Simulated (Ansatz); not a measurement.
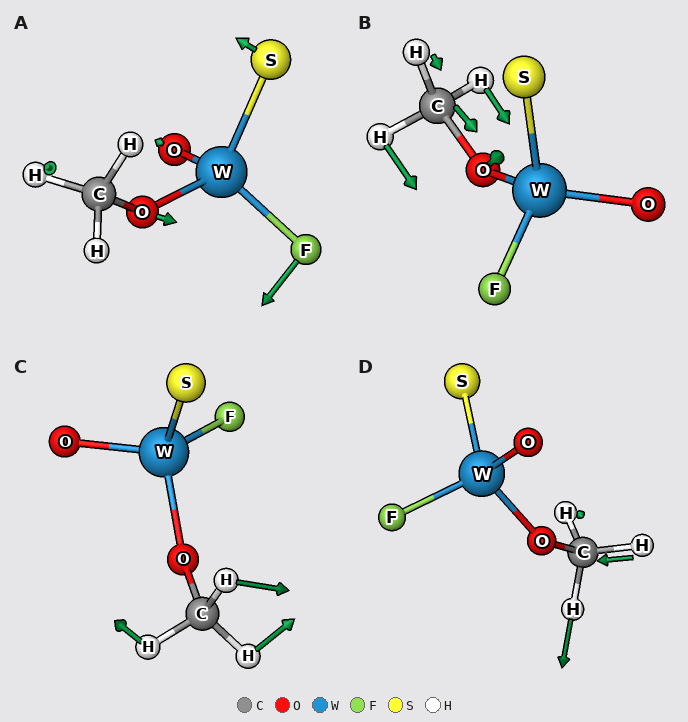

4 normal modes of one molecule or complex, as arrows. The species is neutral and a spin singlet. Harmonic vibrations computed with RKS PBE0-D4/def2-TZVP, core potentials on W (Ansatz 0.2.0) at a stationary point of the same level.

**Match the panels to the wavenumbers 187 cm⁻¹, 597 cm⁻¹, 1482 cm⁻¹, 3141 cm⁻¹.**

A: 187 cm⁻¹, angle bending
B: 597 cm⁻¹
C: 1482 cm⁻¹, H–C–H bending
D: 3141 cm⁻¹, out-of-phase stretching of 2 C–H bonds
